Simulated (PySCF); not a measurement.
Consider C₇H₁₇N (SMILES CCC[C@H](C)N(C)C).

The calculation's input:

```
{"job": {"kind": "nmr", "xc": "PBE0", "basis": "pcSseg-1"}, "charge": 0, "multiplicity": 1}
C      3.075810     0.554865    -1.038456
C      1.889414     0.458927    -0.087377
C      0.902382    -0.620911    -0.522407
C     -0.301714    -0.722158     0.424566
C     -1.249784    -1.841091    -0.031948
N     -0.934147     0.580858     0.592133
C     -1.700291     0.703583     1.810951
C     -1.692509     1.051270    -0.546125
H      3.612242    -0.391369    -1.077540
H      2.740276     0.798388    -2.044401
H      3.768701     1.327494    -0.712977
H      2.247613     0.232319     0.918885
H      1.367593     1.415345    -0.044184
H      0.564143    -0.413510    -1.539263
H      1.406244    -1.590076    -0.539405
H      0.086839    -0.989354     1.414867
H     -2.124007    -1.890348     0.613959
H     -1.579246    -1.673971    -1.054525
H     -0.740036    -2.800161     0.011335
H     -2.633856     0.118491     1.805857
H     -1.961160     1.752748     1.952741
H     -1.094446     0.382623     2.657115
H     -1.104540     0.941894    -1.453372
H     -2.651127     0.526740    -0.678137
H     -1.905327     2.111549    -0.404090
```

Launched as:

```sh
OMP_NUM_THREADS=1 python probes_run.py task.json out
```

Geometry: GFN2-xTB.

The calculation used PBE0/pcSseg-1, SCF density, gas phase, non-relativistic (PySCF).

What can the converged electron density and electron localisation function tell about the bonding?

Answer. C–C (1.52 Å): ρ is about 1.6 e/Å³ halfway; the ELF peaks at about 0.95 between the atoms; localised, covalent bonding.
C–H (1.09 Å): ρ is about 2 e/Å³ halfway; the ELF climbs to about 1 towards the hydrogen, as it does in any bond to H; an ordinary covalent bond to hydrogen.

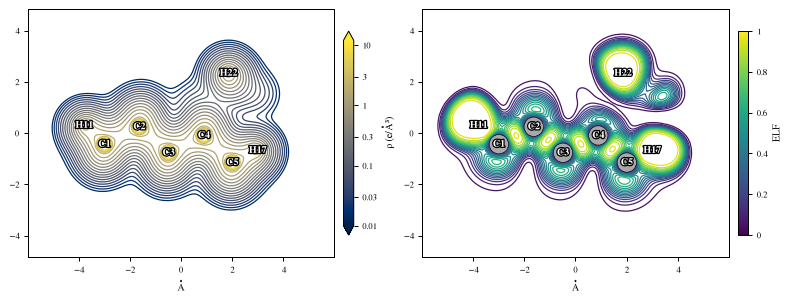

Computed electron density and electron localisation function on the plane of atoms C1, C2 and C3, in this order. Grey discs cover the atomic cores in the ELF map. 
